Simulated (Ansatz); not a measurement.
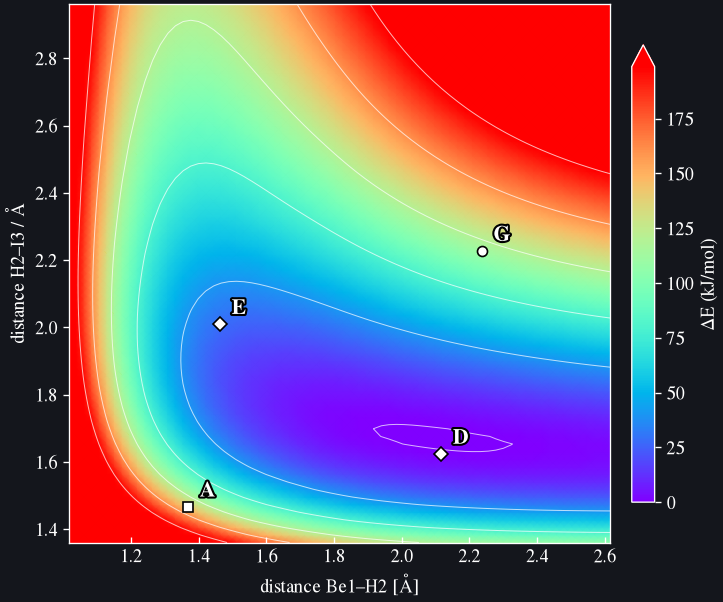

The system Be + HI. 
- Coordinates scanned: (1) distance Be1–H2; (2) distance H2–I3.
- Nothing is relaxed (the angle Be1–H2–I3 is fixed at 180 degrees).
- The grid has 17 × 17 points.
- Points are written as (first, second).
- Energies are in kJ/mol, from the lowest grid point.
- The reference is spin-restricted, so regions where a bond is pulled apart into radicals lie too high.
- Computed with RKS PBE0-D4/def2-SVPD (Ansatz 0.2.0).

The picture shows a smooth colour map with a few white contour lines, one colour for all values above the top of the scale, lettered points. Between grid points the surface is interpolated.

### What kind of point is each of A, E, G: minimum, saddle, maximum or slope?

A: on a slope; E: on a slope; G: on a slope. (In these two coordinates alone; a stationary point may lie a little off the grid point.)

### Rank the lettered points by energy, lowest first.

D (0.7 kJ/mol), E (29 kJ/mol), G (112 kJ/mol), A (140 kJ/mol).
